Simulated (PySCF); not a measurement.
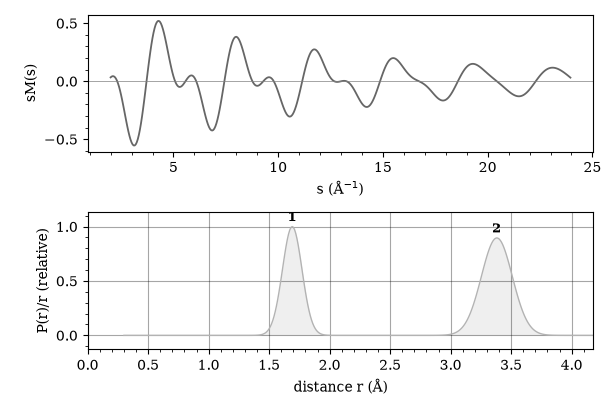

Simulated gas electron diffraction: reduced molecular intensity sM(s) from the Debye equation in the first Born approximation (top) and the radial distribution curve (bottom) of CSe₂. Each pair of atoms contributes with weight ZᵢZⱼ/r; damping constant 0.002 Å²; vibrational amplitudes assumed, not computed: 0.05 Å for bonds, 0.078 Å for bonds to H, 0.06 + 0.015 r up to 0.15 Å for other pairs. The geometry is the end point of an optimisation (PySCF, PBE0-D3(BJ)/def2-SVP geometry optimisation, gas phase); it may be a saddle point or a higher isomer. SMILES: [Se]=C=[Se].

Question: Assign the numbered peaks of the radial distribution curve (– bonded, ··· not bonded).

Answer: Peak 1, 1.69 Å: Se–C 1.69 Å (×2)
Peak 2, 3.38 Å: Se···Se 3.38 Å
